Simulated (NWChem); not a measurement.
# BH4N (SMILES BN): r2SCAN/cc-pVTZ

What is the vertical ionisation energy of BH4N at r2SCAN/cc-pVTZ? 

The results are computed with NWChem 7.3.0.

### Step 1. Starting point

BH4N: 6 atoms, total charge 0, spin state singlet. SMILES: `BN`. The shape is that of a PBE0-D4/def2-TZVP optimisation.

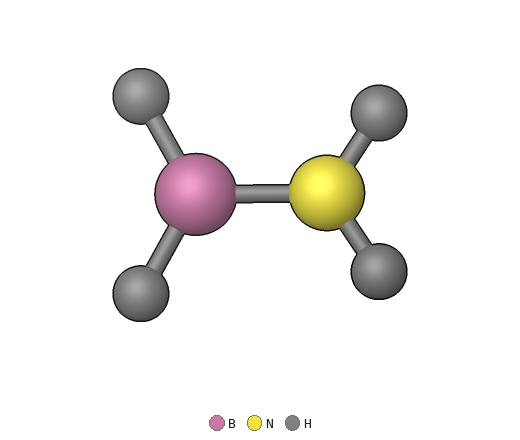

Viewed from a chosen angle; boron pink, nitrogen yellow, hydrogen grey.

### Step 2. The energy at r2SCAN/cc-pVTZ

Contents of bh4n.xyz:

```xyz
6
BH4N r2SCAN
B     -0.128200    -0.679600    -0.025600
N      0.146100     0.677400     0.010800
H      0.225800    -1.368000     0.887500
H     -0.712000    -1.128700    -0.969200
H     -0.121600     1.313700    -0.720800
H      0.632000     1.121400     0.771300
```

Contents of bh4n.nw:

```
START bh4n
TITLE "BH4N r2SCAN"
memory stack 880 mb heap 220 mb global 1100 mb
charge 0

GEOMETRY units angstrom noautosym nocenter noautoz
load bh4n.xyz
END

BASIS spherical bse
* library cc-pVTZ
END

DFT
xc r2scan
grid medium
convergence energy 1e-08
iterations 100
mulliken
print low
END

TASK dft energy
```

Command:

```console
$ nwchem bh4n.nw > bh4n.out
```

The program printed:

```text
Northwest Computational Chemistry Package (NWChem) 7.3.0
             --------------------------------------------------------

           Job information
           ---------------

    nwchem branch   = 7.3.0
    use scalapack   = T
    input           = bh4n.nw
    prefix          = bh4n.
    data base       = ./bh4n.db
    status          = startup
    nproc           =        1

           Memory information
           ------------------

    heap     =     28835834 doubles =      220.0 Mbytes
    stack    =    115343359 doubles =      880.0 Mbytes
    global   =    144179200 doubles =     1100.0 Mbytes (distinct from heap & stack)
    total    =    288358393 doubles =     2200.0 Mbytes
    verify   = yes
    hardfail = no

           Directory information
           ---------------------

  0 permanent = .
  0 scratch   = .

[... 32 lines left out ...]
            Nuclear Dipole moment (a.u.)
[... 89 lines left out ...]
   convergence    iter        energy       DeltaE   RMS-Dens  Diis-err    time
[... 11 lines left out ...]
         Total DFT energy =      -82.014828166666
      One electron energy =     -173.508757216692
           Coulomb energy =       71.605738713994
    Exchange-Corr. energy =      -12.427905052649
 Nuclear repulsion energy =       32.316095388681
[... 18 lines left out ...]
     -------------------------------------------
      Total Density - Lowdin Population Analysis
     -------------------------------------------

    Atom       Charge   Shell Charges
 -----------   ------   -------------------------------------------------------
    1 B    5     5.31   1.59  0.31  0.55  0.24  0.60  1.04  0.46  0.09  0.34  0.10
    2 N    7     6.46   1.56  0.36  0.62  0.27  0.96  1.55  1.00  0.00  0.12  0.01
    3 H    1     1.06   0.25  0.45  0.26  0.01  0.07  0.01
    4 H    1     1.06   0.25  0.45  0.26  0.01  0.07  0.01
    5 H    1     1.06   0.26  0.36  0.13  0.03  0.22  0.06
    6 H    1     1.06   0.26  0.36  0.13  0.03  0.22  0.06

 Task  times  cpu:       48.1s     wall:       48.1s
 Total times  cpu:       48.1s     wall:       48.1s
```

It took 49 s on 1 thread of Intel Xeon Platinum 8259CL at 2.50GHz (Skylake/Cascade Lake), shared host; peak memory 0.12 GiB.

### Step 3. The doublet cation

Contents of sp.nw:

```
START sp
memory 2200 mb
charge 1

GEOMETRY units angstrom noautosym nocenter noautoz
 B     -0.128200    -0.679600    -0.025600
 N      0.146100     0.677400     0.010800
 H      0.225800    -1.368000     0.887500
 H     -0.712000    -1.128700    -0.969200
 H     -0.121600     1.313700    -0.720800
 H      0.632000     1.121400     0.771300
END

BASIS spherical bse
 * library cc-pVTZ
END

DFT
 xc r2scan
 mult 2
 grid medium
 convergence energy 1e-08
 maxiter 100
 mulliken
 noprint "final vectors analysis"
END

TASK dft energy
```

Command:

```console
$ nwchem sp.nw > sp.out
```

The program printed:

```text
Northwest Computational Chemistry Package (NWChem) 7.3.0
             --------------------------------------------------------

           Job information
           ---------------

    nwchem branch   = 7.3.0
    use scalapack   = T
    input           = sp.nw
    prefix          = sp.
    data base       = ./sp.db
    status          = startup
    nproc           =        1

           Memory information
           ------------------

    heap     =     72089596 doubles =      550.0 Mbytes
    stack    =     72089601 doubles =      550.0 Mbytes
    global   =    144179200 doubles =     1100.0 Mbytes (distinct from heap & stack)
    total    =    288358397 doubles =     2200.0 Mbytes
    verify   = yes
    hardfail = no

           Directory information
           ---------------------

  0 permanent = .
  0 scratch   = .

[... 29 lines left out ...]
            Nuclear Dipole moment (a.u.)
[... 78 lines left out ...]
  convergence criterion.
[... 16 lines left out ...]
          Convergence on density requested:  1.00D-05
[... 20 lines left out ...]
          Spatial weights used:  Erf1
[... 3 lines left out ...]
          Convergence aids based upon iterative change in
[... 86 lines left out ...]
         Total DFT energy =      -81.600414491049
[... 1 line left out ...]
           Coulomb energy =       66.337826581072
[... 1 line left out ...]
 Nuclear repulsion energy =       32.316095388681
[... 104 lines left out ...]
   alpha    111    112    113    114    115    116
    beta    111    112    113    114    115    116
 overlap   1.000  0.999  1.000  1.000  1.000  1.000

     --------------------------
     Expectation value of S2:
     --------------------------
      <S2> =      0.7546 (Exact =     0.7500)

 center of mass
 --------------
 x =   0.04286768 y =   0.12633472 z =  -0.01054373

 moments of inertia (a.u.)
 ------------------
          72.952702090309         -11.973352962168          -5.495688698639
         -11.973352962168          15.413715522266          -0.361003751948
          -5.495688698639          -0.361003751948          67.856796237207

     Multipole analysis of the density
     ---------------------------------

     L   x y z        total         alpha         beta         nuclear
     -   - - -        -----         -----         ----         -------
     0   0 0 0      1.000000     -8.000000     -7.000000     16.000000

     1   1 0 0      0.258873     -0.375875     -0.132292      0.767040
[... 8 lines of this table left out ...]
     2   0 0 2     -7.171466     -8.969217     -8.363908     10.161658

 Task  times  cpu:       87.9s     wall:       87.9s
 Total times  cpu:       87.9s     wall:       87.9s
```

Wall time 89 s (1 thread of Intel Xeon Platinum 8259CL at 2.50GHz (Skylake/Cascade Lake), shared host); peak memory 0.12 GiB.

### Step 4. Outcome

Level: r2SCAN/cc-pVTZ.

| quantity | value |
| --- | --- |
| singlet BH4N: total energy | -82.01483 Eh |
| doublet cation: total energy | -81.60041 Eh |
| doublet cation: ⟨S²⟩ | 0.755 |
| vertical ionisation energy (to the doublet cation) | 11.277 eV |

The vertical ionisation energy comes to 11.28 eV (1088 kJ/mol).
